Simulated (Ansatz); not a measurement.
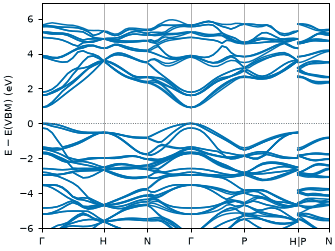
Figure: Band structure from PBEsol with spin–orbit coupling in the plane-wave PAW code Ansatz

Problem. Read off the gap and where the band edges lie.

Solution. About 0.9 eV (0.91 eV by a search for the band edges); maximum at Γ, minimum at Γ.

The material is Hf₃N₄ in space group I-43d (No. 220; Hf on 12a, N on 16c).

The cell was relaxed with PBEsol under the symmetry of its start. The run is not spin-polarised.

Potentials: the later of the program's two PAW sets.
